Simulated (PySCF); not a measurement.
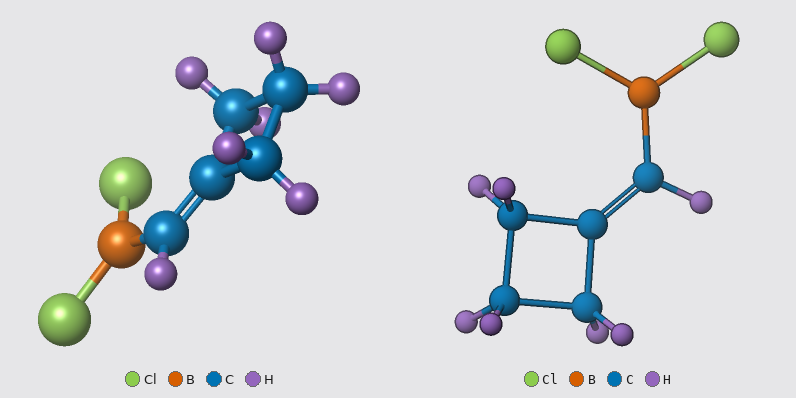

Two views of one molecule.

The geometry was computed by an optimisation with GFN2-xTB. No frequency run is at hand to confirm it as a minimum.

**Count the atoms of each element.**

C5H7BCl2, 15 atoms: 5 carbon, 7 hydrogen, 1 boron and 2 chlorine.

**Does it have rings?**

Independent rings (smallest set): 1 of 4 members.

The parts below concern this one geometry. Atoms keep their numbers from picture to picture.

Shape

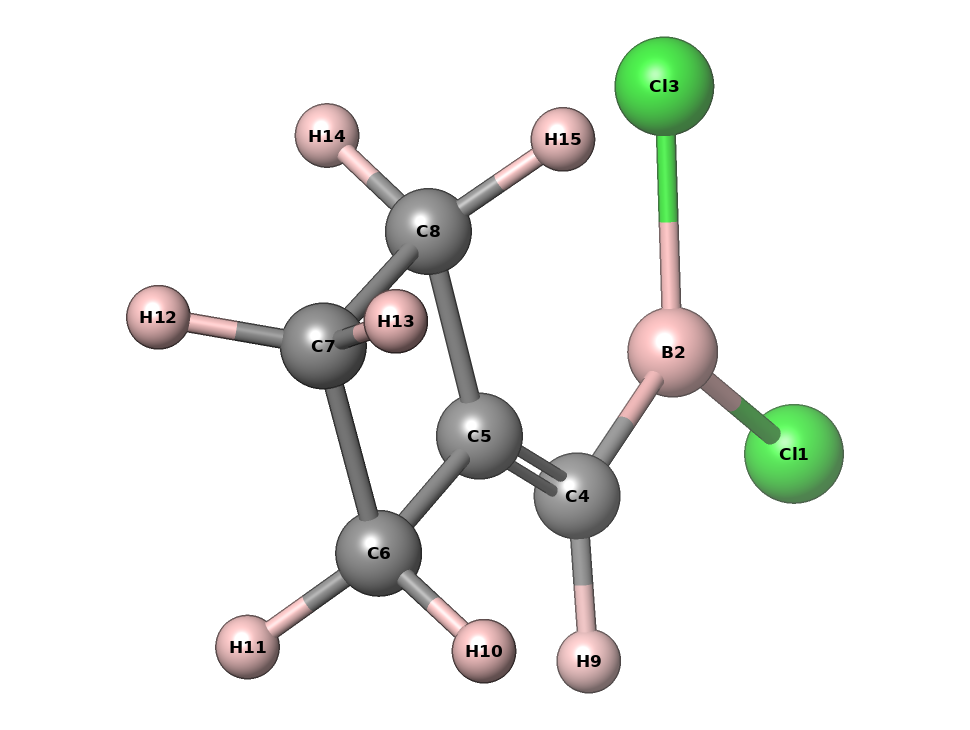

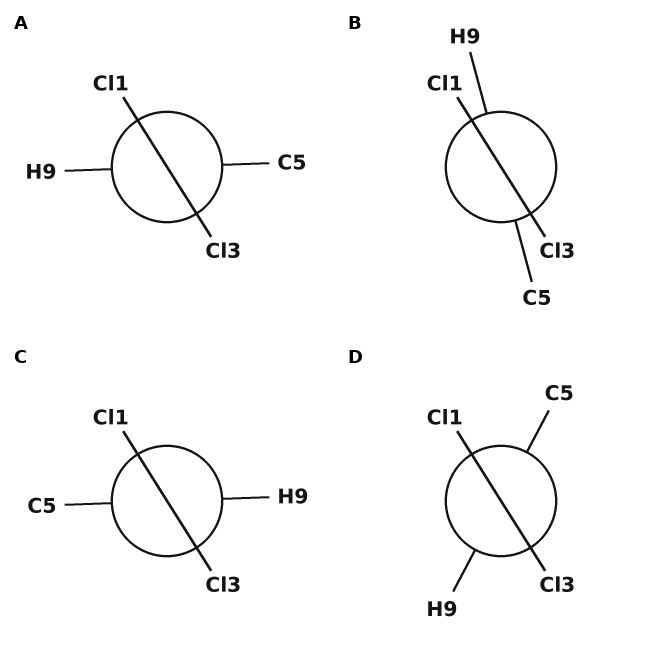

Depth is shown by fading: the farther an atom, the more it takes the colour of the background. Bonds that would overlap in a projection are set slightly apart. No frequency run is at hand to confirm it as a minimum.

**Which Newman projection shows the view along B2–C4, with B2 in front?**

B. The torsion angle Cl1–B2–C4–C5 is 180°, antiperiplanar (anti).

NMR shielding

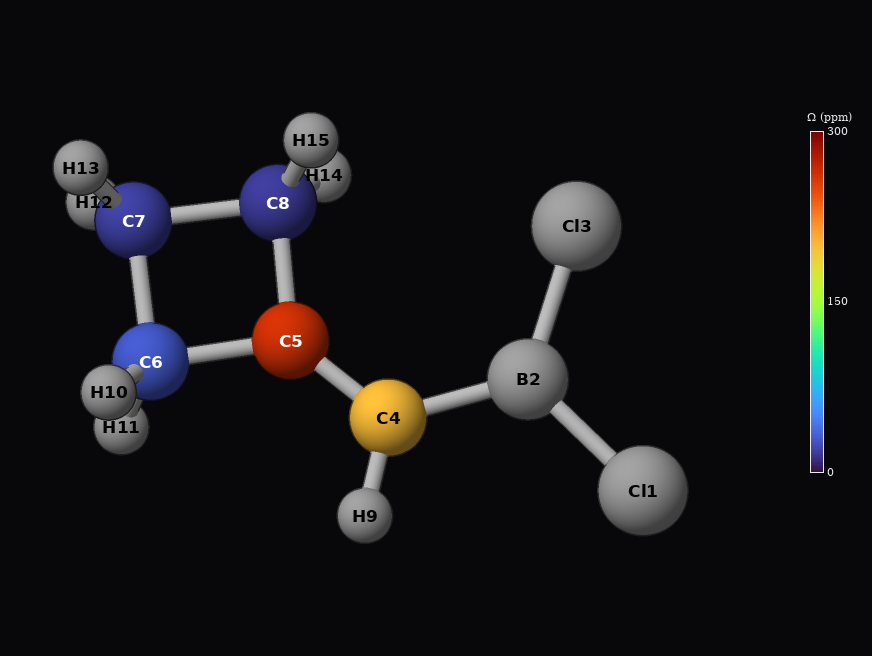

The C atoms are coloured by the span of their shielding tensor. No frequency run is at hand to confirm it as a minimum. Level of theory: GIAO PBE0/pcSseg-1 NMR shielding, non-relativistic, gas phase (PySCF 2.14.0). Principal shieldings σ11 ≤ σ22 ≤ σ33, span Ω = σ33 − σ11, skew κ = 3(σiso − σ22)/Ω.

**Which C atom has the most anisotropic shielding?**

C5, with a span of 260 ppm.

Give the shielding tensors of the C atoms.

```
atom     σ11    σ22    σ33   σiso      Ω      κ
  C4   −47.2   62.8  151.4   55.7  198.6  −0.11
  C5  −119.6  −44.7  140.9   −7.8  260.5   0.43
  C6   137.4  147.4  168.5  151.1   31.1   0.36
  C7   160.9  165.4  182.0  169.4   21.1   0.57
  C8   142.4  146.0  160.4  149.6   18.0   0.60
```

Shieldings and span in ppm.

Excitation

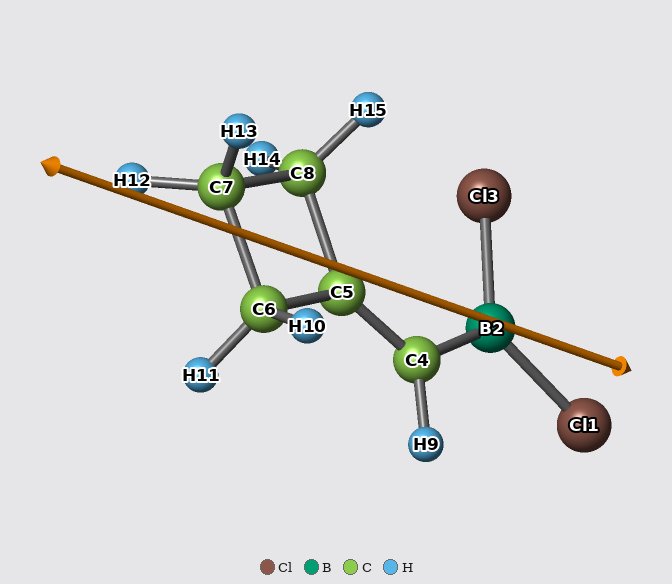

The double arrow shows the direction of the transition dipole to excited singlet state 1 (its length means nothing). No frequency run is at hand to confirm it as a minimum. Method: TDDFT PBE0/def2-SVPD, vertical, gas phase, core orbitals frozen in the response (PySCF 2.14.0).

**How is the transition polarised?**

Close to the long direction Cl1···C7.

**Give its energy, strength and character.**

5.24 eV (237 nm), oscillator strength 0.44, mainly HOMO → LUMO (weight 0.97); transition dipole 4.71 D.

Charges

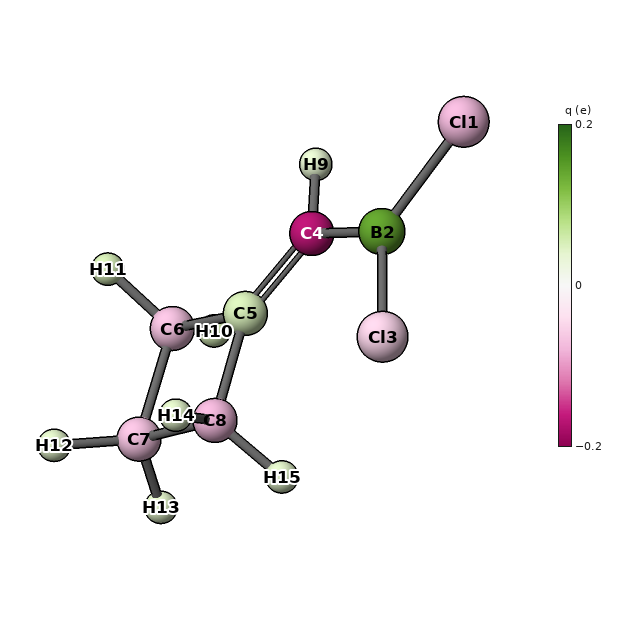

Atoms are coloured by their Hirshfeld charges. No frequency run is at hand to confirm it as a minimum. Method: PBE0/pcSseg-1, gas phase (PySCF 2.14.0).

Give the Hirshfeld charges atom by atom.

| atom | value (e) |
| --- | --- |
| Cl1 | −0.08 |
| B2 | 0.14 |
| Cl3 | −0.05 |
| C4 | −0.17 |
| C5 | 0.05 |
| C6 | −0.07 |
| C7 | −0.07 |
| C8 | −0.08 |
| H9 | 0.04 |
| H10 | 0.05 |
| H11 | 0.05 |
| H12 | 0.04 |
| H13 | 0.04 |
| H14 | 0.04 |
| H15 | 0.04 |

The geometry is semi-empirical. Around B such bond lengths and angles can be off by a tenth of an ångström or more and by several degrees, and values that hang on the shape move with them.
